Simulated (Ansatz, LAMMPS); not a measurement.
# Site preference of a vacancy of Se in Zn44Se15S29 with crystalline order left by the classical run (88 atoms), part 3 of 3

Aim: make a vacancy of Se at several sites of Zn44Se15S29 with crystalline order left by the classical run (88 atoms), relax each, and compare their energies.

Ansatz 0.2.0; Kohn-Sham DFT, PBE, PAW (set soft_2), plane waves.

The cell: 44 Zn, 15 Se and 29 S. The quench rate of 3 K/ps far exceeds what a furnace or splat quench reaches. The starting topology of bonds comes from the classical model. Only the Γ point is sampled, in a cell whose shortest periodic width is 12 Å.

So far. Step 8 (Vacancy of Se, site Se54): The relaxation converged after 9 steps, 1.20 eV below its start, with a largest force component of 0.030 eV/Å.

## Step 9: Vacancy of Se, site Se49

The site has 4 bonded neighbours (Zn4) at 2.45 Å on average. 

input.yaml reads:

```yaml
crystal:
  lattice:
    - [12.2405, 0.0, 0.0]
    - [0.0, 12.2405, 0.0]
    - [0.0, 0.0, 12.2405]
  atoms:
    [... atom lines 1 to 45 left out ...]
    - { symbol: Se, position: [0.1567, 0.52228, 0.77689] }
    - { symbol: Se, position: [0.4465, 0.23671, 0.06745] }
    - { symbol: Se, position: [0.15289, 0.78333, 0.57338] }
    - { symbol: Se, position: [0.63462, 0.63645, 0.3896] }
    - { symbol: Se, position: [0.39986, 0.59351, 0.57721] }
    - { symbol: Se, position: [0.19179, 0.33694, 0.52838] }
    - { symbol: Se, position: [0.02901, 0.15761, 0.05058] }
    [... atom lines 53 to 87 left out ...]
kpoints:
  mp_grid: { grid: [1, 1, 1] }
hamiltonian:
  xc: pbe
scf:
  occupations: { method: gaussian, width: 0.025 }
output:
  forces: true
  eigenvalues: true
relax:
  f_tol: 0.05
  max_steps: 90
```

The run is started by

```sh
ansatz run input.yaml --threads 4 --pin off --max-ram 8192MiB --backend cpu --events-out ev --progress --plain --runs-dir out
```

Numbers of over 12 decimals in the logs are rounded to 6 here.

What it wrote:

```text
[...]
Crystal: 87 atoms, lattice volume = 1833.992 Å³
Basis set: ecut = 420 eV, 35825 PW (Γ), exchange–correlation on 180×180×180 points (8 copies of the dense FFT grid, shifted against one another)
Bands: 556, of which v1, the nominal top of the filled ones, is band 463 counted from 1 (462 counted from 0)
Symmetry: 1 space group operations
[...]
k-points: 1
[...]
SCF iter   1: F=—  HF=-248819.413196 eV  |F-HF|=—  |Δ(HF+E_count)|=         —  Δρ=1.60e-3  dr2=3.04e-1  ethr=1.77e-3  ⟨swp⟩=6.0  Hψ=2284  notcnv=0  defer=22
[...]
SCF iter   5: F=—  HF=-248819.358796 eV  |F-HF|=—  |Δ(HF+E_count)|=   2.09e-4  Δρ=7.80e-5  dr2=2.90e-4  ethr=2.08e-7  ⟨swp⟩=2.0  Hψ=935  notcnv=0  defer=84
SCF iter   6: F=-248819.358819 eV  HF=-248819.358806 eV  |F-HF|=1.28e-5  |Δ(HF+E_count)|=   1.01e-5  Δρ=3.85e-5  dr2=5.00e-5  ethr=6.75e-9  ⟨swp⟩=10.0  Hψ=2982  notcnv=0
SCF 1 converged in 6 iterations: F = -248819.358819 eV  dr2 = 5.00e-5
[...]
relax step   1: F+E_penalty+E_count = -248819.35881877 eV  Δ(F+E_penalty+E_count) = +0.000e0 eV  max|allowed force component| = 3.795e-1 eV/Å  Δτ_max = 0.0000 Å  (6 SCF iters, dr2 threshold 6.25e-5 eV, accepted)
[...]
relax step   2: F+E_penalty+E_count = -248819.61109830 eV  Δ(F+E_penalty+E_count) = -2.523e-1 eV  max|allowed force component| = 4.872e-1 eV/Å  Δτ_max = 0.1835 Å  (7 SCF iters, dr2 threshold 9.00e-6 eV, accepted)
[...]
relax step   3: F+E_penalty+E_count = -248819.75244663 eV  Δ(F+E_penalty+E_count) = -1.413e-1 eV  max|allowed force component| = 4.464e-1 eV/Å  Δτ_max = 0.1919 Å  (6 SCF iters, dr2 threshold 1.48e-5 eV, accepted)
relax step   4: F+E_penalty+E_count = -248819.86308642 eV  Δ(F+E_penalty+E_count) = -1.106e-1 eV  max|allowed force component| = 1.981e-1 eV/Å  Δτ_max = 0.1981 Å  (6 SCF iters, dr2 threshold 1.00e-4 eV, accepted)
relax step   5: F+E_penalty+E_count = -248819.91081150 eV  Δ(F+E_penalty+E_count) = -4.773e-2 eV  max|allowed force component| = 1.817e-1 eV/Å  Δτ_max = 0.1948 Å  (7 SCF iters, dr2 threshold 7.74e-6 eV, accepted)
relax step   6: F+E_penalty+E_count = -248819.94686143 eV  Δ(F+E_penalty+E_count) = -3.605e-2 eV  max|allowed force component| = 2.373e-1 eV/Å  Δτ_max = 0.1243 Å  (6 SCF iters, dr2 threshold 6.50e-6 eV, accepted)
relax step   7: F+E_penalty+E_count = -248820.01454446 eV  Δ(F+E_penalty+E_count) = -6.768e-2 eV  max|allowed force component| = 2.075e-1 eV/Å  Δτ_max = 0.1950 Å  (6 SCF iters, dr2 threshold 4.73e-5 eV, accepted)
relax step   8: F+E_penalty+E_count = -248820.07498451 eV  Δ(F+E_penalty+E_count) = -6.044e-2 eV  max|allowed force component| = 1.095e-1 eV/Å  Δτ_max = 0.1949 Å  (6 SCF iters, dr2 threshold 3.29e-5 eV, accepted)
relax step   9: F+E_penalty+E_count = -248820.11402406 eV  Δ(F+E_penalty+E_count) = -3.904e-2 eV  max|allowed force component| = 9.742e-2 eV/Å  Δτ_max = 0.1950 Å  (7 SCF iters, dr2 threshold 3.34e-6 eV, accepted)
relax step  10: F+E_penalty+E_count = -248820.09172067 eV  Δ(F+E_penalty+E_count) = +2.230e-2 eV  max|allowed force component| = 2.507e-1 eV/Å  Δτ_max = 0.2000 Å  (8 SCF iters, dr2 threshold 2.64e-6 eV, rejected (line search))
relax step  11: F+E_penalty+E_count = -248820.13038171 eV  Δ(F+E_penalty+E_count) = -1.636e-2 eV  max|allowed force component| = 3.656e-2 eV/Å  Δτ_max = 0.1000 Å  (10 SCF iters, accepted)
[...]
relax step  12: F+E_penalty+E_count = -248820.13265860 eV  Δ(F+E_penalty+E_count) = -2.277e-3 eV  max|allowed force component| = 4.163e-2 eV/Å  Δτ_max = 0.0946 Å  (9 SCF iters, accepted)
SCF converged after 9 iterations
Free energy (F): -248820.132659 eV
[...]
Internal energy: -248820.132659 eV  (E = F + TS)
E sigma→0 (E₀):  -248820.132659 eV
Fermi energy:    6.926302 eV
[...]
Σ components = -248820.132659   (vs F -248820.132659, Δ=0.00e0)
--- Forces (eV/Å), atoms counted from 1 ---
  atom   1  Zn    -0.00027580    -0.00329286     0.01309200
  atom   2  Zn    -0.00043099     0.00313602     0.00158514
  atom   3  Zn     0.00437112     0.00007859    -0.00258230
  atom   4  Zn     0.00676551    -0.00673395    -0.00065957
[...]
atom  87  S     -0.01178278     0.01298786    -0.00811195
  max |Σ_I F_I| component: 1.39e-5 eV/Å
--- Band table (eV) ---
[...]
--- Relaxed structure (12 steps of the walk, 11 accepted, 0 SCFs on fresh bases) ---
  F+E_penalty+E_count = -248820.13265860 eV   max|allowed force component| = 4.163e-2 eV/Å
  atoms:
    - { symbol: Zn, position: [0.939399, 0.874867, 0.838690] }
    - { symbol: Zn, position: [0.215292, 0.859158, 0.922739] }
    - { symbol: Zn, position: [0.732359, 0.922413, 0.618251] }
    - { symbol: Zn, position: [0.867448, 0.059181, 0.115773] }
[...]
- { symbol: S, position: [0.088760, 0.895706, 0.276859] }
```

Elapsed: 2.1 min, on 4 threads of AMD EPYC 9B45 (Zen 5), shared host; peak memory 3 GiB.

The relaxation converged after 12 steps, 0.774 eV below its start, with a largest force component of 0.042 eV/Å.

## Step 10: Vacancy of Se, site Se57

The site has 4 bonded neighbours (Zn4) at 2.48 Å on average. 

input.yaml, the sections that differ from step 9:

```yaml
crystal:
  lattice:
    - [12.2405, 0.0, 0.0]
    - [0.0, 12.2405, 0.0]
    - [0.0, 0.0, 12.2405]
  atoms:
    [... atom lines 1 to 53 left out ...]
    - { symbol: Se, position: [0.32995, 0.02897, 0.59784] }
    - { symbol: Se, position: [0.70595, 0.10839, 0.56383] }
    - { symbol: Se, position: [0.57552, 0.95032, 0.07014] }
    - { symbol: Se, position: [0.18076, 0.601, 0.32306] }
    - { symbol: Se, position: [0.12401, 0.71033, 0.01753] }
    - { symbol: S, position: [0.85917, 0.82417, 0.51379] }
    - { symbol: S, position: [0.01521, 0.08725, 0.51574] }
    [... atom lines 61 to 87 left out ...]
# kpoints, hamiltonian, scf, output, relax: as in step 9
```

What it wrote:

```text
[...]
Crystal: 87 atoms, lattice volume = 1833.992 Å³
Basis set: ecut = 420 eV, 35825 PW (Γ), exchange–correlation on 180×180×180 points (8 copies of the dense FFT grid, shifted against one another)
Bands: 556, of which v1, the nominal top of the filled ones, is band 463 counted from 1 (462 counted from 0)
Symmetry: 1 space group operations
[...]
k-points: 1
[...]
SCF iter   1: F=—  HF=-248820.287802 eV  |F-HF|=—  |Δ(HF+E_count)|=         —  Δρ=1.78e-3  dr2=3.35e-1  ethr=1.77e-3  ⟨swp⟩=6.0  Hψ=2282  notcnv=0  defer=21
[...]
SCF iter   5: F=—  HF=-248820.234408 eV  |F-HF|=—  |Δ(HF+E_count)|=   1.39e-4  Δρ=8.06e-5  dr2=2.98e-4  ethr=2.01e-7  ⟨swp⟩=2.0  Hψ=980  notcnv=0  defer=89
SCF iter   6: F=-248820.234517 eV  HF=-248820.234494 eV  |F-HF|=2.30e-5  |Δ(HF+E_count)|=   8.57e-5  Δρ=4.02e-5  dr2=5.50e-5  ethr=6.75e-9  ⟨swp⟩=10.0  Hψ=2973  notcnv=0
SCF 1 converged in 6 iterations: F = -248820.234517 eV  dr2 = 5.50e-5
[...]
relax step   1: F+E_penalty+E_count = -248820.23451671 eV  Δ(F+E_penalty+E_count) = +0.000e0 eV  max|allowed force component| = 1.025e0 eV/Å  Δτ_max = 0.0000 Å  (6 SCF iters, dr2 threshold 6.25e-5 eV, accepted)
[...]
relax step   2: F+E_penalty+E_count = -248820.66317208 eV  Δ(F+E_penalty+E_count) = -4.287e-1 eV  max|allowed force component| = 5.365e-1 eV/Å  Δτ_max = 0.1946 Å  (6 SCF iters, dr2 threshold 6.56e-5 eV, accepted)
[...]
relax step   3: F+E_penalty+E_count = -248820.92407571 eV  Δ(F+E_penalty+E_count) = -2.609e-1 eV  max|allowed force component| = 4.684e-1 eV/Å  Δτ_max = 0.1967 Å  (7 SCF iters, dr2 threshold 1.80e-5 eV, accepted)
relax step   4: F+E_penalty+E_count = -248821.11414247 eV  Δ(F+E_penalty+E_count) = -1.901e-1 eV  max|allowed force component| = 2.531e-1 eV/Å  Δτ_max = 0.1952 Å  (6 SCF iters, dr2 threshold 6.02e-5 eV, accepted)
relax step   5: F+E_penalty+E_count = -248821.24061472 eV  Δ(F+E_penalty+E_count) = -1.265e-1 eV  max|allowed force component| = 1.628e-1 eV/Å  Δτ_max = 0.2000 Å  (6 SCF iters, dr2 threshold 1.87e-5 eV, accepted)
relax step   6: F+E_penalty+E_count = -248821.30435729 eV  Δ(F+E_penalty+E_count) = -6.374e-2 eV  max|allowed force component| = 1.331e-1 eV/Å  Δτ_max = 0.1958 Å  (7 SCF iters, dr2 threshold 7.74e-6 eV, accepted)
relax step   7: F+E_penalty+E_count = -248821.31526009 eV  Δ(F+E_penalty+E_count) = -1.090e-2 eV  max|allowed force component| = 8.170e-2 eV/Å  Δτ_max = 0.0689 Å  (6 SCF iters, dr2 threshold 7.33e-6 eV, accepted)
relax step   8: F+E_penalty+E_count = -248821.31891376 eV  Δ(F+E_penalty+E_count) = -3.654e-3 eV  max|allowed force component| = 1.071e-1 eV/Å  Δτ_max = 0.0327 Å  (6 SCF iters, dr2 threshold 2.51e-6 eV, accepted)
relax step   9: F+E_penalty+E_count = -248821.30008066 eV  Δ(F+E_penalty+E_count) = +1.883e-2 eV  max|allowed force component| = 1.268e-1 eV/Å  Δτ_max = 0.1224 Å  (7 SCF iters, dr2 threshold 4.32e-6 eV, rejected (line search))
[...]
relax step  10: F+E_penalty+E_count = -248821.32294333 eV  Δ(F+E_penalty+E_count) = -4.030e-3 eV  max|allowed force component| = 2.178e-2 eV/Å  Δτ_max = 0.0222 Å  (9 SCF iters, accepted)
SCF converged after 9 iterations
Free energy (F): -248821.322943 eV
[...]
Internal energy: -248821.322943 eV  (E = F + TS)
E sigma→0 (E₀):  -248821.322943 eV
Fermi energy:    7.039655 eV
[...]
Σ components = -248821.322943   (vs F -248821.322943, Δ=0.00e0)
--- Forces (eV/Å), atoms counted from 1 ---
  atom   1  Zn     0.00201027     0.00387429     0.00203574
  atom   2  Zn     0.00033464    -0.00101442    -0.00093858
  atom   3  Zn     0.00134749     0.00931422     0.00055676
  atom   4  Zn    -0.00219216    -0.00590211     0.01113079
[...]
atom  87  S      0.00216034    -0.00068721    -0.00101383
  max |Σ_I F_I| component: 1.61e-5 eV/Å
--- Band table (eV) ---
[...]
--- Relaxed structure (10 steps of the walk, 9 accepted, 0 SCFs on fresh bases) ---
  F+E_penalty+E_count = -248821.32294333 eV   max|allowed force component| = 2.178e-2 eV/Å
  atoms:
    - { symbol: Zn, position: [0.938316, 0.889594, 0.852872] }
    - { symbol: Zn, position: [0.215379, 0.862177, 0.921936] }
    - { symbol: Zn, position: [0.726211, 0.929092, 0.623971] }
    - { symbol: Zn, position: [0.878277, 0.077369, 0.087431] }
[...]
- { symbol: S, position: [0.071149, 0.907964, 0.282147] }
```

It took 1.7 min on 4 threads; peak memory 3 GiB.

The relaxation converged after 10 steps, 1.09 eV below its start, with a largest force component of 0.022 eV/Å.

## Step 11: The sites compared

All these cells hold the same atoms, so their energies can be compared with no chemical potential.

| site | neighbours | mean distance (Å) | atoms within 6 Å | energy over the best site (eV) | before relaxation (eV) | gain on relaxing (eV) |
| --- | --- | --- | --- | --- | --- | --- |
| Se55 | Zn4 | 2.44 | 44 | 0.00 | 0.37 | 1.69 |
| Se57 | Zn4 | 2.48 | 42 | 0.23 | 0.00 | 1.09 |
| Se54 | Zn4 | 2.49 | 44 | 0.89 | 0.77 | 1.20 |
| Se51 | Zn4 | 2.46 | 42 | 1.26 | 0.86 | 0.92 |
| Se49 | Zn4 | 2.45 | 42 | 1.42 | 0.88 | 0.77 |
| Se46 | Zn4 | 2.46 | 43 | 1.50 | 0.95 | 0.77 |

Neighbours are those of the relaxed host within 3.02 Å (Zn-Se); other pairs aren't counted.

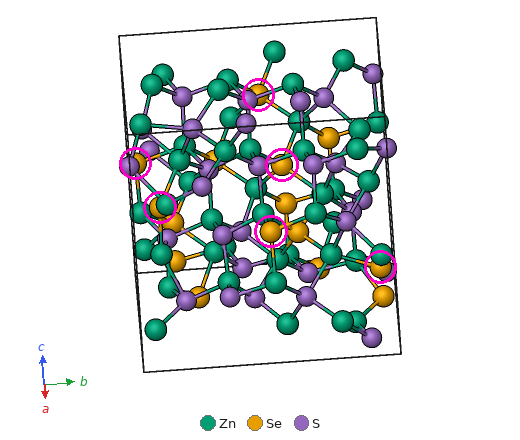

The relaxed cell with the tried sites ringed. Some periodic images of atoms are drawn too.

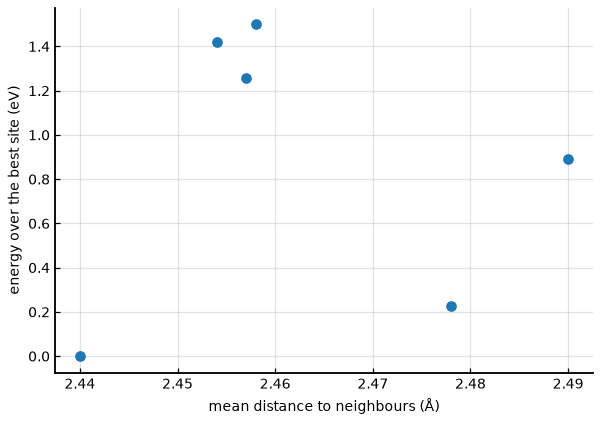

Site energy against the site's surroundings.

## Step 12: What came out

The cheapest site is Se55 (4 neighbours, Zn4); the dearest, Se46 (4 neighbours, Zn4), costs 1.5 eV more. Over 6 sites the energy shows no clear trend with the mean distance to neighbours. Relaxation changes the order: the best site before relaxing was Se57.

Caveats: Defects are neutral and interact with their images. In a disordered cell the relaxation can also rearrange atoms far from the site. Only 6 of the 15 Se sites were tried; unless symmetry makes the others alike to these, a cheaper one may exist. The pressure of 2.2 GPa means that a free cell would grow at this level.

The DFT runs together took 16 min of wall time.

[Logs are printed without paths, hosts, clocks, repeated set-up lines and the standing remarks that a program may print on its own settings, such as how far it seeks lower states.]

[Hosts, paths, dates, database ids (printed as entryN), source tags and the programs' standing remarks are cut or masked in the printed files.]
